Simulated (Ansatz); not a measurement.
**Geometry relaxation, with input and output: LiH**

System: LiH.
Method: revPBE/pcseg-1, RKS (Ansatz 0.2.0).

The atoms were displaced at random from an optimised geometry. Figures and captions count atoms from 1; the log counts them from 0 in places.

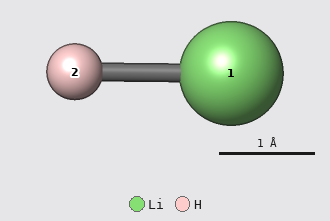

**Figure 1.** The structure as given in the input (ball-and-stick view, seen on its broad side; atoms are numbered from 1 in the order of the input). Sticks mark near contacts. Bond lengths as drawn: H–Li 1.66 Å.

Key numbers:

```csv
quantity,value
outcome,converged
total energy,−8.070562 hartree
basis functions,14
largest force,0.000 eV/Å
SCF solution under orbital rotations,stable
dipole moment,5.60 D
hardware,"1 thread of Arm Neoverse V1, 24 GiB of memory available, shared host"
wall time,0.75 s
peak memory,0.089 GiB
```

Input:
```yaml
crystal:
  periodic: [false, false, false]
  atoms:
    - {symbol: Li, position_ang: [-0.223117, 0.037007, 0.014485]}
    - {symbol: H, position_ang: [-0.039309, -0.072131, 1.656360]}
basis:
  gaussian:
    orbitals: pcseg-1.json
hamiltonian:
  xc: {name: revPBE}
relax: {}
```

Launch command:
```bash
ansatz run job.yaml --threads 1 --pin off --max-ram 2610MiB --events-out events.jsonl --progress --plain --runs-dir runs
```

Output:
```
The last accepted step is kept in runs//last_step.txt (removed where the run ends without a failure and the disk answers)
Functional definition: revPBE
  name "revPBE"
  parameter kappa = 1.245
  parameter beta = 0.06672455060314922
  exchange = pbe_x(kappa = kappa, mu = beta*pi^2/3)
  correlation = pbe_c(beta = beta)
183 factors; integrals over basis functions are off by at most 6.0e-4 eV
mean field evaluation 1: about -218.1474 eV, gradient 1.6e1 eV
mean field evaluation 2: about -214.0236 eV, gradient 2.1e1 eV
mean field evaluation 4: about -219.6053 eV, gradient 4.7e-1 eV
mean field evaluation 8: about -219.6064 eV, gradient 1.8e-4 eV
mean field -219.60638132 eV, -8.0703856588 hartree, gradient 2.1e-5 eV, S^2 0.000000; 0 other end points of the search recorded, 0 dependent functions left out
the calculation of the forces begins
reference -219.60644470 eV, -8.0703879883 hartree; 2, 2 occupied and 12, 12 virtual orbitals, 183 factors
relax step   1: F+E_penalty+E_count = -219.60638132 eV  Δ(F+E_penalty+E_count) = +0.000e0 eV  max|allowed force component| = 2.271e-1 eV/Å  Δτ_max = 0.0000 Å  (19 SCF iters, accepted)
these checks for a lower state are left out or cut short: starts, cluster_reference, orbital_swaps, neighbouring_geometries, increment
183 factors; integrals over basis functions are off by at most 6.0e-4 eV
mean field evaluation 16: about -219.6111 eV, gradient 1.6e-5 eV
mean field -219.61109977 eV, -8.0705590588 hartree, gradient 2.0e-5 eV, S^2 0.000000; 0 other end points of the search recorded, 0 dependent functions left out
the calculation of the forces begins
reference -219.61116307 eV, -8.0705613849 hartree; 2, 2 occupied and 12, 12 virtual orbitals, 183 factors
relax step   2: F+E_penalty+E_count = -219.61109977 eV  Δ(F+E_penalty+E_count) = -4.718e-3 eV  max|allowed force component| = 1.824e-2 eV/Å  Δτ_max = 0.0217 Å  (17 SCF iters, accepted)
these checks for a lower state are left out or cut short: starts, cluster_reference, orbital_swaps, neighbouring_geometries, increment
183 factors; integrals over basis functions are off by at most 6.0e-4 eV
mean field -219.61112740 eV, -8.0705600741 hartree, gradient 2.2e-5 eV, S^2 0.000000; 0 other end points of the search recorded, 0 dependent functions left out
the calculation of the forces begins
reference -219.61119070 eV, -8.0705624006 hartree; 2, 2 occupied and 12, 12 virtual orbitals, 183 factors
relax step   3: F+E_penalty+E_count = -219.61112740 eV  Δ(F+E_penalty+E_count) = -2.763e-5 eV  max|allowed force component| = 4.285e-4 eV/Å  Δτ_max = 0.0015 Å  (13 SCF iters, accepted)
183 factors; integrals over basis functions are off by at most 6.0e-4 eV
mean field evaluation 32: about -219.6111 eV, gradient 5.3e-3 eV
```

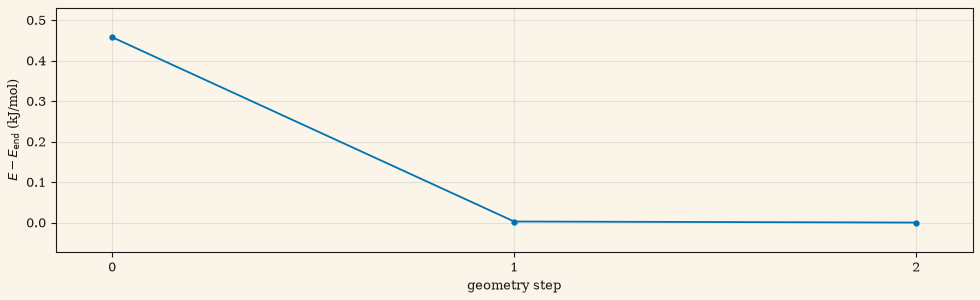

**Figure 2.** Progress of the relaxation, step by step (the first geometry is step 0 here and step 1 in the log).

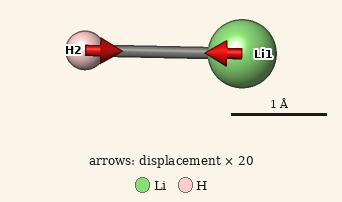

**Figure 3.** The starting structure with the displacements as red arrows, magnified 20 times (ball-and-stick view, seen at a tilt). The two geometries are laid on each other by the best rigid fit. The largest moves after the best rigid fit, 0.020 Å, are those of Li1 and H2. Largest moves by element: H 0.020 Å, Li 0.020 Å. Among the contacts that change: Li1–H2 1.656 → 1.615 Å. Over 2 geometry steps the energy falls by 0.46 kJ/mol. Largest force component: 0.23 eV/Å at the start, 0.00043 eV/Å at the end. (Atoms are counted from 1 in the order of the input.)

```
mean field -219.61112740 eV, -8.0705600741 hartree, gradient 2.2e-5 eV, S^2 0.000000; 1 other end points of the search recorded, 0 dependent functions left out
the calculation of the forces begins
reference -219.61119070 eV, -8.0705624006 hartree; 2, 2 occupied and 12, 12 virtual orbitals, 183 factors
Total energy: -219.61119070 eV, -8.0705624006 hartree
Atom 0 at    -0.220866     0.035671     0.034588 Å, force    -0.000048     0.000028    -0.000429 eV/Å
Atom 1 at    -0.041560    -0.070795     1.636257 Å, force     0.000048    -0.000028     0.000429 eV/Å
Dipole moment:    -0.129465     0.076871    -1.156457 e Å
```

Trajectory as extended XYZ (Å, eV, eV/Å), 3 frames, from step=1 to step=3:
```
2
Properties=species:S:1:pos:R:3:forces:R:3 step=1 energy=-219.60638
Li   -0.2231    0.0370    0.0145    0.0254  -0.0151   0.2271
H    -0.0393   -0.0721    1.6564   -0.0254   0.0151  -0.2271
2
Properties=species:S:1:pos:R:3:forces:R:3 step=2 energy=-219.61110
Li   -0.2207    0.0356    0.0360   -0.0020   0.0012  -0.0182
H    -0.0417   -0.0707    1.6348    0.0020  -0.0012   0.0182
2
Properties=species:S:1:pos:R:3:forces:R:3 step=3 energy=-219.61113
Li   -0.2209    0.0357    0.0346    0.0000   0.0000  -0.0004
H    -0.0416   -0.0708    1.6363    0.0000   0.0000   0.0004
```
